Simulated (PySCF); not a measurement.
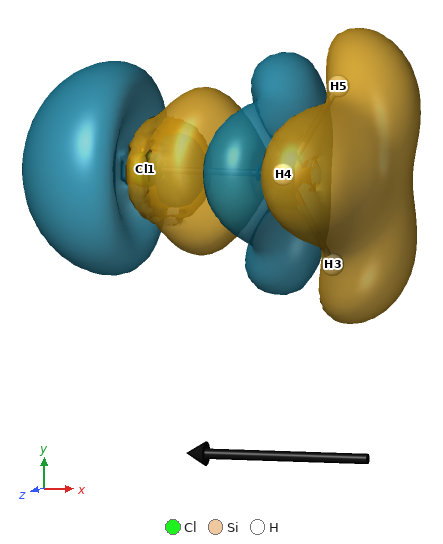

ClH3Si, SMILES `Cl[SiH3]`. Change of the electron density in a uniform field of 0.21 V/Å along −x (arrow), surfaces at ±0.001 e/Å³ (yellow: gain, teal: loss).

Computed with PySCF, ωB97X/def2-TZVP, geometry: GFN2-xTB. No frequency check shows the geometry to be a minimum. A basis without diffuse functions makes polarisabilities too small. GFN2-xTB bond lengths at metals and heavier atoms can be off by up to 0.1 Å and shapes distorted, which carries into these values.

Coordinates in Å:

```
Cl1     -1.0452    0.0000    0.0000
Si2      0.9650   -0.0000    0.0001
H3       1.4193   -1.2584   -0.5812
H4       1.4206    0.1260    1.3789
H5       1.4192    1.1326   -0.7992
```

The field was applied in both directions; the picture shows the one opposite to the script's first.

What dipole is induced, and what polarisability does it imply?

The induced dipole is 0.44 D (along the field); α along this axis, from the fields in both directions, is 43 bohr³ (6.3 Å³).
